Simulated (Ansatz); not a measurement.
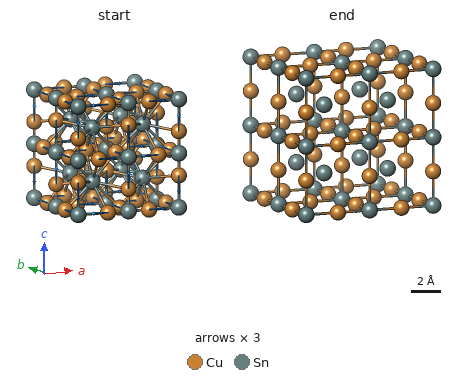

The structure of crystalline Cu$_{3}$Sn$_{2}$ (a generated structure, set up in Fm-3m) (coarse preliminary run) before (left) and after (right) a relaxation, at one scale. The blue arrows give the displacements (the part carried along by the change of the cell is left out), 3 times their true length.

The picture is a ball-and-stick view of the conventional cell (4 times the calculation's cell), seen slightly off an axis. Lengths and directions refer to the drawn axes.

Level of theory: DFT PBE, scalar-relativistic, plane waves, PAW (Ansatz 0.2.0). (plane-wave cutoff 420 eV; k-point mesh 4 × 4 × 4; occupations gaussian; smearing width 0.1 eV; no spin polarisation; cell and atoms relaxed; force threshold 0.04 eV/Å; at most 70 steps)

### Describe what moved and what it gained.

The largest moves relative to the cell, 0.44 Å, are those of Cu atoms. Sn stays in place. The volume changes by +100.9 %, with a = b = c 7.683 → 9.695 Å (+26.2 %). Some distances before and after: Cu–Cu 2.220 → 3.428 Å, Cu–Sn 1.570 → 2.424 Å, Cu–Sn 2.739 → 3.428 Å, Cu–Sn 2.272 → 2.424 Å. The space group (tolerance 0.01 Å) goes from Fm-3m (No. 225) to Pm-3m (No. 221). After 9 accepted moves (11 points after the start) the energy has fallen by 8940 meV per atom. The largest force component goes from 60 to under 0.0001 eV/Å. Pressure: 340.46 GPa at the start and 0.31 GPa at the end. The SCF was repeated twice at an unchanged geometry on a basis and grid sized afresh for the cell, which shifted the energy by 201 meV per atom at most.
